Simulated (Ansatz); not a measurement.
Process, species as SMILES: C1[C]=C1 → [C-]1=CC1 (an electron is taken up)
B3LYP-D3(BJ)/def2-TZVP geometries, fixed; electronic energies without zero-point terms; positive where energy is released.

Basis-set convergence of the adiabatic electron affinity at wB97M-V with Ansatz (an electronic-structure program). Cartesian d functions, on some or all atoms, in 6-31G**, 6-31+G*; all else is spherical. The program fits the integrals of some runs and decomposes those of others, by size. Open shells are unrestricted. The functional holds VV10 correlation; no added dispersion term, no relativity. Functions are those of the species that has most. Reference: the value in aug-pcseg-3, 1.586 eV, itself unsure by roughly 0.008 eV (its mean distance from aug-cc-pVQZ, def2-QZVPPD). Deviations are taken from unrounded values.

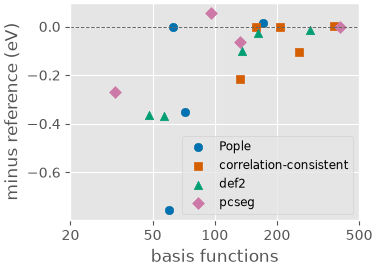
Figure. Deviation from the reference against the number of basis functions, by family of sets.

```csv
basis,functions,adiabatic electron affinity (eV),minus reference (eV)
pcseg-0,33,1.318,-0.268
def2-SV(P),48,1.221,-0.365
def2-SVP,57,1.218,-0.368
6-31G**,60,0.832,-0.754
6-31+G*,63,1.583,-0.003
6-311G**,72,1.233,-0.353
aug-pcseg-1,96,1.641,0.055
cc-pVTZ,132,1.368,-0.218
pcseg-2,132,1.523,-0.063
def2-TZVPP,135,1.487,-0.099
jun-cc-pV(T+d)Z,159,1.584,-0.002
def2-TZVPPD,162,1.559,-0.027
"6-311++G(3df,3pd)",171,1.599,0.013
aug-cc-pVTZ,207,1.586,0.000
cc-pVQZ,255,1.480,-0.106
def2-QZVPPD,288,1.572,-0.014
aug-cc-pVQZ,378,1.587,0.001
aug-pcseg-3,402,1.586,0.000
```
